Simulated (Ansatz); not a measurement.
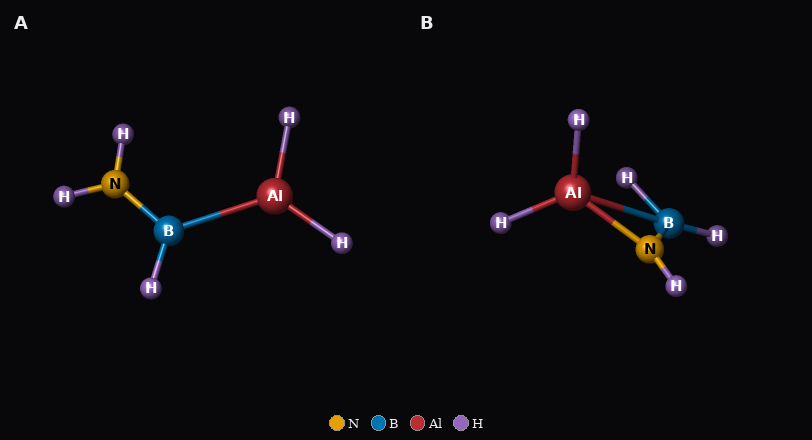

2 stationary structures of one formula. Geometries: PBE0-D4/def2-TZVP. Electronic energies: B3LYP-D4/def2-TZVPP (Ansatz 0.2.0), without zero-point energy. No frequency run is at hand to confirm each as a minimum. Each is one conformer, not always the lowest.

> Rank them by energy, lowest first.

B is lowest (Cs); A lies 1.097 eV above it (Cs).

Give E(B) − E(A) in eV at these levels too: r2SCAN-D4/def2-TZVPP; PBE0-D4/def2-TZVP; PBE0-D4/def2-TZVPP; PBE-D4/def2-TZVPP; B3LYP-D4/def2-TZVPP; ωB97M-V/def2-TZVPP; RHF-CCSD(T) (frozen core)/def2-TZVPP.

```json
{"level": "r2SCAN-D4/def2-TZVPP", "E(B) − E(A) (eV)": "−1.202"}
{"level": "PBE0-D4/def2-TZVP", "E(B) − E(A) (eV)": "−1.088"}
{"level": "PBE0-D4/def2-TZVPP", "E(B) − E(A) (eV)": "−1.077"}
{"level": "PBE-D4/def2-TZVPP", "E(B) − E(A) (eV)": "−1.046"}
{"level": "B3LYP-D4/def2-TZVPP", "E(B) − E(A) (eV)": "−1.097"}
{"level": "ωB97M-V/def2-TZVPP", "E(B) − E(A) (eV)": "−1.169"}
{"level": "RHF-CCSD(T) (frozen core)/def2-TZVPP", "E(B) − E(A) (eV)": "−1.141"}
```
